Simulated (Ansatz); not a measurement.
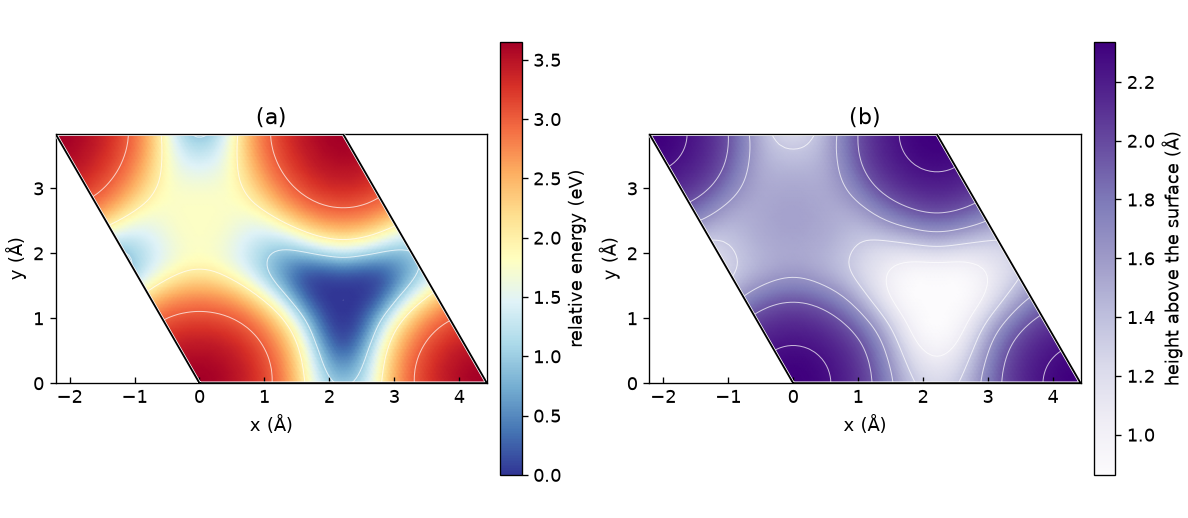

Si on a Mo(111) slab cut from the Im-3m phase, its upper half relaxed before the scan (6 atoms of substrate and one adsorbate in a 1 × 1 cell). Si is moved over the surface cell; relaxed at each place: the height of the adsorbate's atoms; substrate rigid; the origin of the map has the adsorbate above Mo6. Places are given modulo a cell vector. The map is drawn in real space over the plane of the surface. The grid has 9 × 9 points; 19 points were computed and 62 follow by symmetry. Energies: eV, counted from the lowest grid point. With one adsorbate in each 1 × 1 cell, its nearest image is 4.4 Å away, so neighbouring adsorbates interact. The calculation used DFT PBEsol, scalar-relativistic, plane waves, PAW in Ansatz 0.2.0. Settings: cutoff 420 eV, k-mesh 6×6×1, gaussian smearing 0.1 eV, no spin polarisation.

Panel (a) is the energy; panel (b) is the computed height above the surface, in Å.

The picture shows a smooth colour map with a few white contour lines, the outline of one cell of the plane. Between grid points the surface is interpolated.

How does the height above the surface vary over the map, and what is it at the lowest grid point?

Answer. It runs from 0.87 Å at a threefold hollow over a third-layer Mo atom, (6/9, 3/9) of the cell vectors to 2.33 Å at the top site over a surface Mo atom, (0/9, 0/9) of the cell vectors. At the lowest grid point, a threefold hollow over a third-layer Mo atom, (6/9, 3/9) of the cell vectors, it is 0.87 Å.

| second ↓, first → | 0/9 | 1/9 | 2/9 | 3/9 | 4/9 | 5/9 | 6/9 | 7/9 | 8/9 |
| --- | --- | --- | --- | --- | --- | --- | --- | --- | --- |
| 8/9 | 2.27 | 2.16 | 1.90 | 1.52 | 1.43 | 1.52 | 1.90 | 2.16 | 2.27 |
| 7/9 | 2.10 | 1.90 | 1.61 | 1.52 | 1.52 | 1.61 | 1.90 | 2.10 | 2.16 |
| 6/9 | 1.71 | 1.52 | 1.52 | 1.56 | 1.52 | 1.52 | 1.71 | 1.87 | 1.87 |
| 5/9 | 1.30 | 1.43 | 1.52 | 1.52 | 1.43 | 1.30 | 1.32 | 1.38 | 1.32 |
| 4/9 | 1.30 | 1.52 | 1.61 | 1.52 | 1.30 | 1.04 | 0.93 | 0.93 | 1.04 |
| 3/9 | 1.71 | 1.90 | 1.90 | 1.71 | 1.32 | 0.93 | 0.87 | 0.93 | 1.32 |
| 2/9 | 2.10 | 2.16 | 2.10 | 1.87 | 1.38 | 0.93 | 0.93 | 1.38 | 1.87 |
| 1/9 | 2.27 | 2.27 | 2.16 | 1.87 | 1.32 | 1.04 | 1.32 | 1.87 | 2.16 |
| 0/9 | 2.33 | 2.27 | 2.10 | 1.71 | 1.30 | 1.30 | 1.71 | 2.10 | 2.27 |

PAW datasets: the set soft_1.
